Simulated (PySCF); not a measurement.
# Run report: CH₁₅NOSi₅, NMR shielding calculation

- system: CH₁₅NOSi₅
- method: GIAO PBE0/pcSseg-1 NMR shielding, non-relativistic, gas phase (PySCF 2.14.0)

The geometry comes from this level: GFN2-xTB. It belongs to a series of runs on one base structure; here: H on Si replaced by CH2SiH3. Figures and captions count atoms from 1; the log counts them from 0 in places.

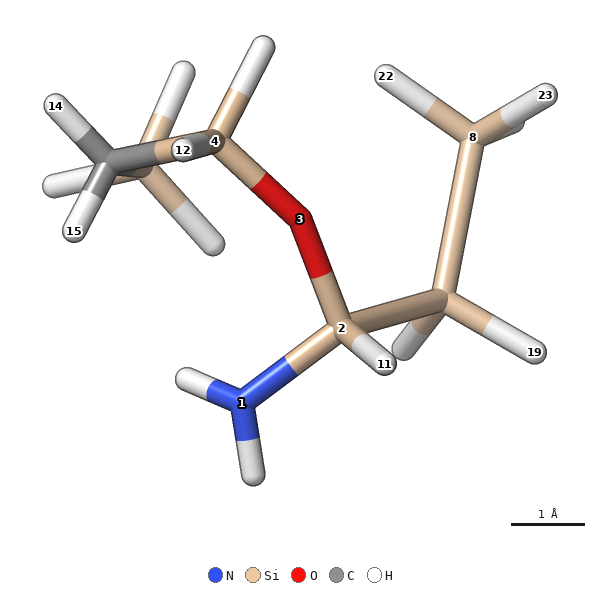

Figure 1. The input geometry (stick view, seen at a tilt; atoms are numbered from 1 in the order of the input). Bond lengths as drawn: C–H 1.09 Å, C–Si 1.89 to 1.90 Å, H–N 1.01 Å, H–Si 1.46 to 1.48 Å, N–Si 1.73 Å, O–Si 1.61 to 1.63 Å and Si–Si 2.31 to 2.32 Å.

Summary

| quantity | value |
| --- | --- |
| outcome | converged |
| total energy | −1623.785991 hartree |
| HOMO | −7.13 eV |
| LUMO | −0.44 eV |
| dipole moment | 1.94 D |
| isotropic shielding, N | 234.3 ppm |
| isotropic shielding, Si | 359.4 to 479.7 ppm |
| isotropic shielding, O | 281.5 ppm |
| isotropic shielding, C | 191.4 ppm |
| isotropic shielding, H | 26.0 to 32.1 ppm |
| hardware | 1 CPU thread, shared host |
| wall time | 3.4 min |
| peak memory | 1.2 GiB |

The input
```
{"job": {"kind": "nmr", "xc": "PBE0", "basis": "pcSseg-1"}, "charge": 0, "multiplicity": 1}
N      0.183080     1.852005    -1.952864
Si     1.214207     0.541542    -1.489198
O      0.255617    -0.755980    -1.237831
Si    -1.163400    -1.519040    -1.168142
C     -2.498442    -0.367044    -0.462029
Si    -2.092467     0.415001     1.214915
Si     2.387072     0.710250     0.494042
Si     2.159778    -1.061308     1.968884
H     -0.643450     2.027493    -1.403058
H      0.605742     2.727337    -2.214935
H      1.946398     0.242871    -2.725574
H     -1.520544    -1.947250    -2.522542
H     -0.901723    -2.651914    -0.279495
H     -3.427063    -0.930652    -0.372855
H     -2.697077     0.424996    -1.186017
H     -1.928524    -0.611163     2.246315
H     -0.870666     1.228822     1.139217
H     -3.197763     1.302063     1.606373
H      3.815824     0.938873     0.188578
H      2.041764     1.975077     1.186477
H      2.581899    -0.758151     3.342683
H      0.776842    -1.538377     2.073363
H      2.968144    -2.218466     1.563772
```

The first line tells a small driver script what to run in PySCF; the rest is the geometry in Å.

Launch command:
```bash
OMP_NUM_THREADS=1 python <driver script> task.json out
```

The program's output
```
coarse grid: 20656 points
cycle   1  E = -1623.5877771043  dE =  3.583e-01  |g| = 8.848e-01  |ddm| = 4.291e+00
cycle   2  E = -1623.3684746243  dE =  2.193e-01  |g| = 1.372e+00  |ddm| = 2.028e+00
cycle   3  E = -1623.7319814039  dE = -3.635e-01  |g| = 1.328e-01  |ddm| = 1.474e+00
cycle   4  E = -1623.7347224857  dE = -2.741e-03  |g| = 6.296e-02  |ddm| = 1.550e-01
cycle   5  E = -1623.7355904207  dE = -8.679e-04  |g| = 1.254e-02  |ddm| = 6.804e-02
cycle   6  E = -1623.7356248073  dE = -3.439e-05  |g| = 3.081e-03  |ddm| = 1.758e-02
cycle   7  E = -1623.7356268848  dE = -2.077e-06  |g| = 9.431e-04  |ddm| = 3.707e-03
final grid: 173624 points
cycle   8  E = -1623.7859710871  dE = -2.360e-05  |g| = 1.002e-02  |ddm| = 3.043e-02
cycle   9  E = -1623.7859449829  dE =  2.610e-05  |g| = 1.518e-02  |ddm| = 1.919e-02
cycle  10  E = -1623.7859908656  dE = -4.588e-05  |g| = 1.025e-03  |ddm| = 1.200e-02
cycle  11  E = -1623.7859910663  dE = -2.007e-07  |g| = 3.072e-04  |ddm| = 1.258e-03
cycle  12  E = -1623.7859910877  dE = -2.142e-08  |g| = 5.870e-05  |ddm| = 3.343e-04
cycle  13  E = -1623.7859910884  dE = -7.526e-10  |g| = 1.975e-05  |ddm| = 8.698e-05
```

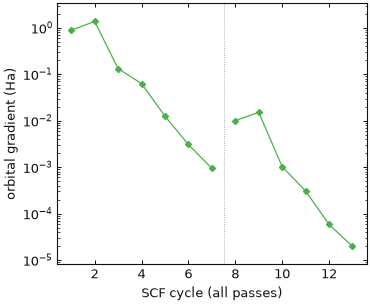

Figure 2. Convergence of the self-consistent field: orbital gradient against the SCF cycle. The dotted line marks the change from a coarse to the final integration grid. The first 7 cycles use a coarse grid, the final grid takes over at cycle 8, and the field converges after 13 cycles in all.

```
converged SCF energy = -1623.7859910884

GIAO shielding tensors (ppm)
atom      isotropic    diamagn.    paramagn.     s11        s22        s33       span
  0 N      234.263     321.771     -87.507    196.501    241.799    264.491     67.990
  1 Si     359.441     880.732    -521.291    331.601    363.871    382.853     51.252
  2 O      281.513     403.524    -122.011    210.171    282.487    351.880    141.710
  3 Si     372.869     881.423    -508.554    330.280    369.422    418.906     88.626
  4 C      191.418     260.919     -69.501    175.178    193.564    205.514     30.336
  5 Si     423.812     882.361    -458.550    401.203    406.306    463.927     62.724
  6 Si     479.672     883.216    -403.545    458.422    477.482    503.111     44.689
  7 Si     465.504     881.209    -415.705    453.076    464.411    479.023     25.948
  8 H       31.241      36.150      -4.910     23.980     29.549     40.193     16.213
  9 H       31.541      30.448       1.093     24.685     26.746     43.192     18.507
 10 H       25.953      28.546      -2.593     22.671     23.296     31.892      9.220
 11 H       26.220      28.893      -2.673     22.194     24.362     32.106      9.912
 12 H       26.545      30.954      -4.410     23.079     25.330     31.225      8.146
 13 H       32.093      29.599       2.494     26.735     28.471     41.071     14.335
 14 H       31.487      33.299      -1.812     27.674     28.952     37.834     10.160
 15 H       27.570      31.257      -3.688     24.333     26.022     32.354      8.021
 16 H       27.759      34.262      -6.502     24.141     27.154     31.983      7.842
 17 H       27.506      30.144      -2.639     23.834     25.069     33.613      9.779
 18 H       28.445      29.974      -1.529     24.861     25.942     34.532      9.671
 19 H       28.359      31.672      -3.313     25.346     26.508     33.222      7.877
 20 H       28.141      29.246      -1.105     24.741     25.266     34.416      9.674
 21 H       28.101      31.821      -3.720     23.820     27.593     32.892      9.072
 22 H       28.188      29.540      -1.352     25.067     25.466     34.031      8.964
```

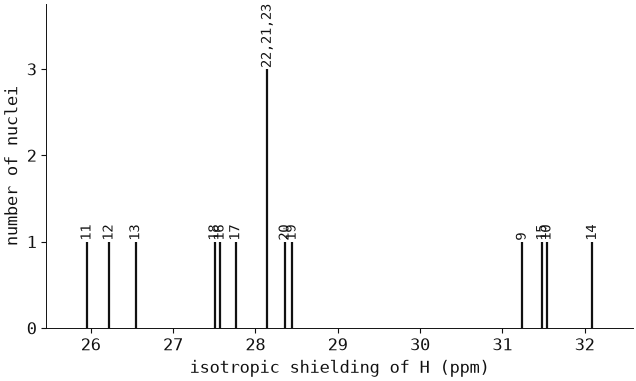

Figure 3. Isotropic shieldings of the hydrogen nuclei in this fixed geometry, labelled by atom number; shielding grows to the right, so chemical shift grows to the left. The least shielded is H11 (26.0 ppm), the most shielded H14 (32.1 ppm).

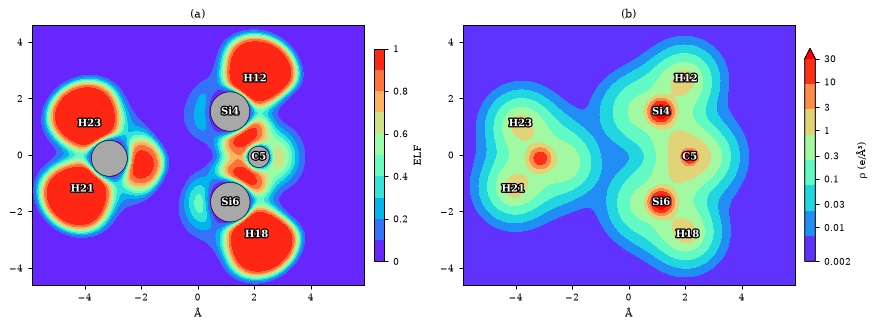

Figure 4. (a) electron localisation function; (b) total electron density on the plane of atoms Si4, C5 and Si6. Grey discs, where drawn, cover atomic cores. The section cuts through Si, C and H sites. Si–H (1.46 Å): ρ at the midpoint is about 0.82 e/Å³; the ELF climbs to about 1 towards the hydrogen, as it does in any bond to H.

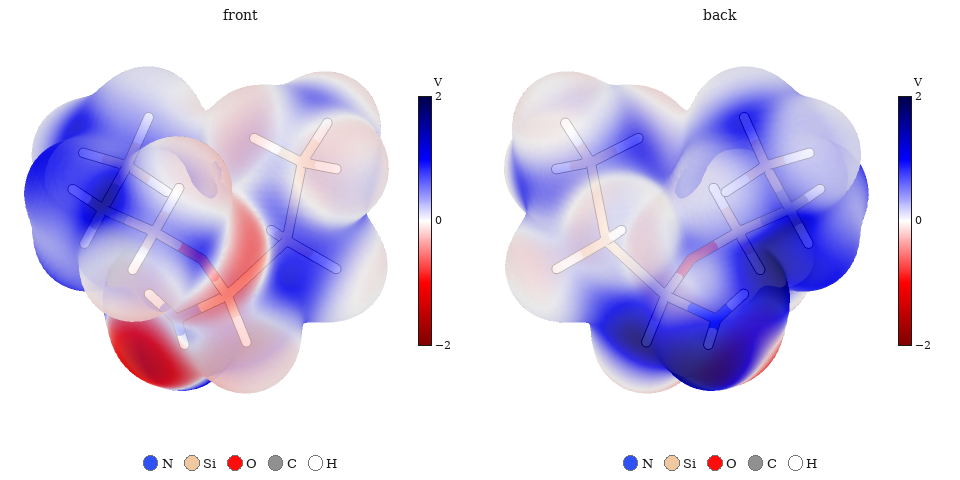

Figure 5. The electrostatic potential painted on the density surface at 0.002 e/bohr³, seen at a tilt and from behind; red is negative and blue positive. Its dipole moment is 1.94 D.
